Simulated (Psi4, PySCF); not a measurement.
Approach curve of the dimer Cl2 ··· H2Se (SMILES ClCl and [SeH2]). Monomers: optimised at B3LYP-D3(BJ) (def2-TZVP), held rigid. Orientation: lowest of the rigid-body minima from ten starts at GFN2-xTB (searched outside a hard wall at short contacts). The monomers approach along the line of their centres of mass (distance R); nothing else relaxes. The shortest distances reach bonding range, where SAPT0 and rigid monomers are unreliable.

Geometry at R = 3.69 Å (first 2 atoms: monomer A):
```
5

Cl     1.0067     0.0000     0.0000
Cl    -1.0067     0.0000     0.0000
Se     3.6867    -0.0008    -0.0259
H      3.7287    -0.3822    -1.4453
H      3.7745    -1.4087     0.3893
```

- M06-2X/def2-TZVP, counterpoise-corrected (Psi4)
- MP2/aug-cc-pVTZ = DF-MP2/aug-cc-pVTZ, frozen core, counterpoise-corrected (Psi4 1.11)
- RKS-B3LYP/LANL2DZ = PySCF 2.14.0 with restricted B3LYP/LANL2DZ, with its core potentials past Ne, no counterpoise correction
- SAPT0/jun-cc-pVDZ, frozen core (Psi4)
- HF/aug-cc-pVTZ, counterpoise-corrected (Psi4)

Interaction energies in kJ/mol (negative: bound); R is the distance of the centres of mass, d the Cl1···Se3 distance.

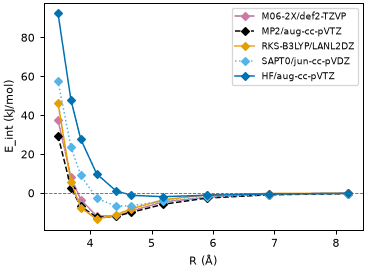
Interaction energy against separation.

```tsv
R / Å	d / Å	M06-2X/def2-TZVP	MP2/aug-cc-pVTZ	RKS-B3LYP/LANL2DZ	SAPT0/jun-cc-pVDZ	HF/aug-cc-pVTZ
3.48	2.47	37.48	29.46	46.33	57.65	92.38
3.69	2.68	8.24	2.76	5.78	23.67	47.88
3.85	2.84	-3.49	-6.89	-7.49	8.99	27.66
4.11	3.10	-11.81	-12.48	-13.52	-2.79	9.77
4.42	3.41	-11.91	-12.04	-11.29	-6.72	1.19
4.67	3.66	-9.24	-9.99	-8.14	-6.58	-1.20
5.19	4.18	-4.63	-5.82	-3.50	-4.29	-1.91
5.90	4.89	-2.22	-2.62	-1.00	-2.06	-1.17
6.91	5.90	-0.72	-0.94	-0.28	-0.79	-0.50
8.20	7.19	-0.20	-0.32	-0.11	-0.29	-0.19
```

Lowest grid point: M06-2X/def2-TZVP -11.91 kJ/mol at R = 4.42 Å; MP2/aug-cc-pVTZ -12.48 kJ/mol at R = 4.11 Å; RKS-B3LYP/LANL2DZ -13.52 kJ/mol at R = 4.11 Å; SAPT0/jun-cc-pVDZ -6.72 kJ/mol at R = 4.42 Å; HF/aug-cc-pVTZ -1.91 kJ/mol at R = 5.19 Å.
